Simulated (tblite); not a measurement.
# Geometry relaxation of C$_{5}$H$_{5}$BO$_{2}$ (part 4 of 4)

The same run, continued: C$_{5}$H$_{5}$BO$_{2}$; GFN2-xTB geometry optimisation, gas phase (tblite 0.8.0). 

Geometry of the input (Å):
```
B  1.9752  -0.1862  0.8460
C  1.0826  0.7817  -0.0732
C  -0.2682  0.1992  -0.2413
C  -0.8626  -0.6505  -1.1624
C  -2.0546  -0.5841  -0.4541
O  -3.2034  -1.0859  -0.6069
C  -1.4661  0.2686  0.4528
O  -1.8481  0.8570  1.5049
H  2.9648  -0.6631  0.4214
H  1.6260  -0.4231  1.9586
H  1.5715  0.8931  -1.0557
H  1.0075  1.7693  0.4232
H  -0.5290  -1.1756  -2.0310
```

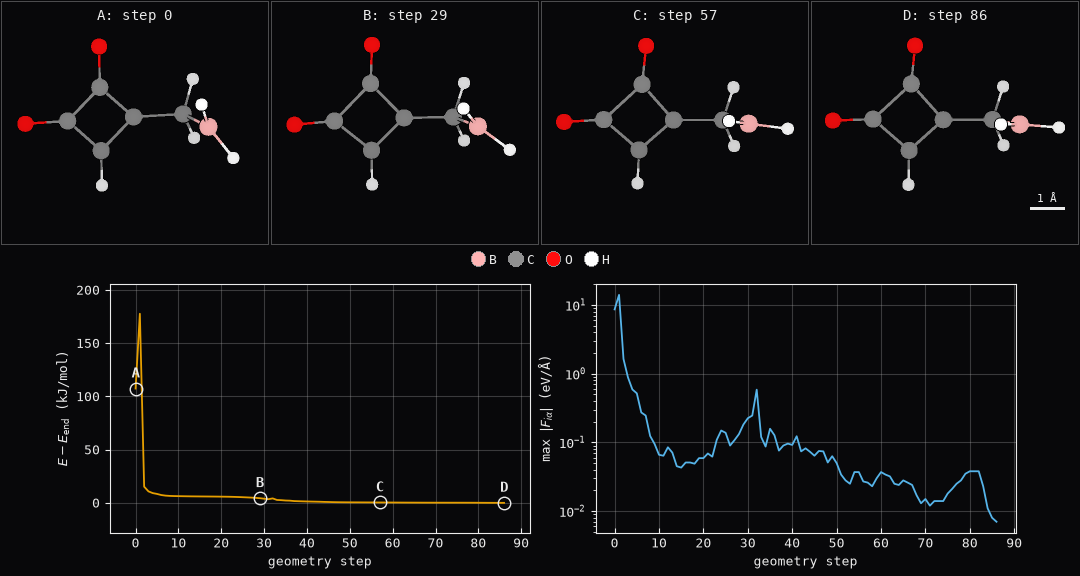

*Frames of the relaxation (ball-and-stick view, seen at a tilt) above the curves, on which the letters mark them (steps are counted from 0).*

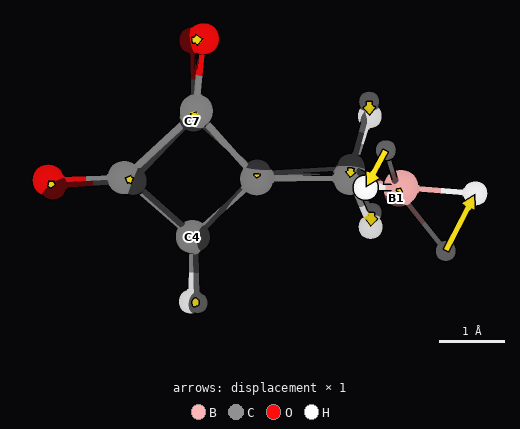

*Start (faint) and end (solid) with the displacements as yellow arrows, at true length (ball-and-stick view, seen at a tilt). The two geometries are laid on each other by the best rigid fit.*

H9 moves most after the best rigid fit: 1.01 Å. By element the largest moves are H 1.01 Å, O 0.19 Å, C 0.17 Å, B 0.08 Å. Among the contacts that change: C5–C7 1.377 → 1.547 Å, C3–C7 1.386 → 1.499 Å, C4–C5 1.388 → 1.478 Å, C5–O6 1.263 → 1.196 Å. Among the angles that change: B1–C2–C3 109.6° → 114.4°, C2–C3–C7 135.4° → 131.0°, C3–C4–C5 90.0° → 94.3°. Over 86 geometry steps the energy falls by 107.4 kJ/mol. The largest force component goes from 8.6 to 0.007 eV/Å. (Atoms are counted from 1 in the order of the input.)

**Key numbers**

- outcome: converged
- total energy: −612.8737 eV
- peak memory: 0.18 GiB
